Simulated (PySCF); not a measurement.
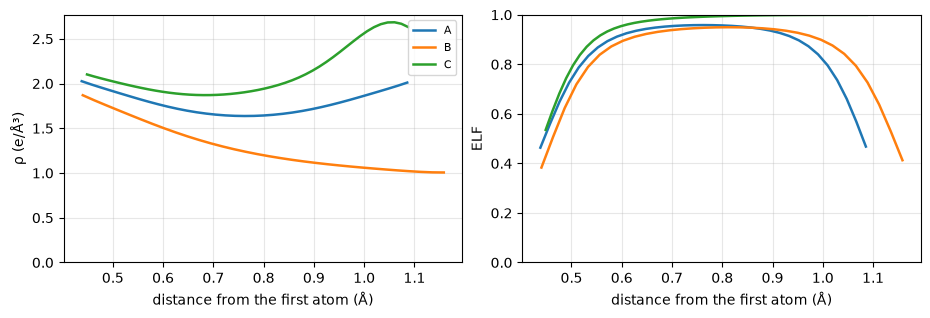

C$_{6}$H$_{15}$P (SMILES CCCCP(C)C). Electron density and ELF along straight lines between neighbouring atoms. The curves leave out the atomic cores.

Geometry: GFN2-xTB.

All numbers below come from PySCF, PBE0/pcSseg-1, SCF density, gas phase, non-relativistic.

The calculation's input:

```
{"job": {"kind": "nmr", "xc": "PBE0", "basis": "pcSseg-1"}, "charge": 0, "multiplicity": 1}
C      3.395091     0.335907    -0.575670
C      2.248681     0.176364     0.415412
C      0.940770    -0.193389    -0.280633
C     -0.208881    -0.351024     0.708678
P     -1.780249    -0.896304    -0.135537
C     -2.874682    -0.868932     1.360171
C     -2.298049     0.735434    -0.846315
H      3.171440     1.119068    -1.296966
H      3.560555    -0.591070    -1.120215
H      4.314286     0.598767    -0.057230
H      2.112386     1.111378     0.964964
H      2.502487    -0.600351     1.140864
H      1.070475    -1.130478    -0.827664
H      0.692573     0.580859    -1.010582
H      0.043157    -1.122775     1.442417
H     -0.383512     0.584796     1.249725
H     -2.603877    -1.693816     2.016352
H     -3.906792    -1.007175     1.043286
H     -2.785029     0.071990     1.902133
H     -1.660081     0.982004    -1.692178
H     -2.239778     1.528074    -0.100863
H     -3.321380     0.650058    -1.207177
```

Launched as:

```sh
OMP_NUM_THREADS=1 python probes_run.py task.json out
```

> Which curve belongs to which contact (C–C, C–H and C–P)? The first atom named is at distance zero.

Curve A: C–C (1.52 Å): ρ is about 1.6 e/Å³ halfway; the ELF peaks at about 0.95 between the atoms (a covalent bond). Curve B: C–P (1.85 Å): the density is about 1.1 e/Å³ at the midpoint; the ELF peaks at about 0.95 between the atoms: localised, covalent bonding. Curve C: C–H (1.09 Å): ρ at the midpoint is about 2 e/Å³; the ELF climbs to about 1 towards the hydrogen, as it does in any bond to H; a covalent bond by its length.
